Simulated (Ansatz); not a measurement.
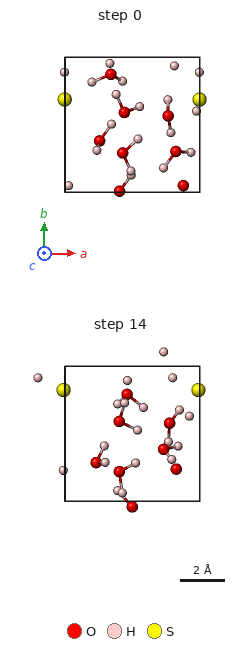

The structure of an amorphous cell of composition H₁₈SO₈ before (top) and after (bottom) a relaxation, at one scale.

Style: ball-and-stick. Shown: the cell of the calculation, along the c axis.

The cell holds 8 H2O + 1 SH2. The run prepares the start of a later molecular dynamics calculation, from a guessed geometry.

Method: DFT LDA, scalar-relativistic, plane waves, PAW in Ansatz.

Input
```yaml
accuracy: low
crystal:
  lattice:
    - [6.214465, 0.0, 0.0]
    - [0.0, 6.214465, 0.0]
    - [0.0, 0.0, 6.214465]
  atoms:
    - { symbol: O, position: [0.822704, 0.3018853, 0.8223403] }
    - { symbol: H, position: [0.9339682, 0.2957225, 0.7133745] }
    - { symbol: H, position: [0.7310283, 0.1801839, 0.7895441] }
    - { symbol: O, position: [0.8783135, 0.0489955, 0.1167414] }
    - { symbol: H, position: [0.8114895, -0.062544, 0.202676] }
    - { symbol: H, position: [1.0270248, 0.0485265, 0.1633889] }
    - { symbol: O, position: [0.341232, 0.8742937, 0.6145295] }
    - { symbol: H, position: [0.4277238, 0.8231471, 0.495389] }
    - { symbol: H, position: [0.1995641, 0.8158777, 0.5860858] }
    - { symbol: O, position: [0.765412, 0.5656399, 0.4081952] }
    - { symbol: H, position: [0.7630566, 0.6858862, 0.3090663] }
    - { symbol: H, position: [0.785573, 0.4413938, 0.3162838] }
    - { symbol: O, position: [0.4407546, 0.5910928, 0.9381918] }
    - { symbol: H, position: [0.5541482, 0.6347256, 0.8405735] }
    - { symbol: H, position: [0.3800749, 0.725707, 0.9880741] }
    - { symbol: O, position: [0.2571423, 0.3803796, 0.2211443] }
    - { symbol: H, position: [0.3454839, 0.5044337, 0.2542744] }
    - { symbol: H, position: [0.236743, 0.3107039, 0.3590589] }
    - { symbol: O, position: [0.4280891, 0.2908722, 0.6160478] }
    - { symbol: H, position: [0.5419273, 0.3949042, 0.5934764] }
    - { symbol: H, position: [0.4889983, 0.1567096, 0.5652371] }
    - { symbol: O, position: [0.4047764, 0.0074261, 0.1541424] }
    - { symbol: H, position: [0.3328591, -0.0442085, 0.2824117] }
    - { symbol: H, position: [0.4915683, 0.126504, 0.204925] }
    - { symbol: S, position: [0.9982479, 0.6874083, 1.0084934] }
    - { symbol: H, position: [0.9965694, 0.8896092, 0.9338656] }
    - { symbol: H, position: [0.9757953, 0.6014023, 0.8121361] }
basis:
  ecutwfc: 420.0
kpoints:
  mp_grid: { grid: [1, 1, 1] }
hamiltonian:
  xc: lda
scf:
  occupations: { method: fermi_dirac, width: 0.05 }
  lower_state_search: "off"
relax:
  f_tol: 0.3
  max_steps: 15
  adjacent_minimum: "off"
```

Command:
```bash
ansatz run input.yaml --threads 1 --pin off --max-ram 3072MiB --backend cpu --events-out ev --progress --plain --runs-dir out
```

> What changed between the two?

The relaxation stopped without meeting its thresholds, so the last structure isn't shown to be converged. It used up its limit of 15 steps. The energy falls by 255 meV per atom in 14 geometry steps. Largest force component: 2.3 eV/Å at the start, 0.41 eV/Å at the end. The atom that moves furthest is H9 (1.45 Å along [2 −1 1]). By element the largest moves are H 1.45 Å, O 1.24 Å, S 0.89 Å. The lattice vectors keep their values. Near-neighbour distances that change, for instance: O1–H3 0.969 → 1.038 Å, O16–H18 0.969 → 1.028 Å, O16–H17 0.969 → 1.016 Å, O10–H12 0.969 → 1.011 Å. Among the angles between lasting bonds that change: H5–O4–H6 104.0° → 119.5°, H2–O1–H3 104.0° → 114.1°, H17–O16–H18 104.0° → 109.2°.

Limits of the set-up: the program's low-accuracy preset was used; the periodic images lie only 6.2 Å apart, so the values are limited by the cell's size.
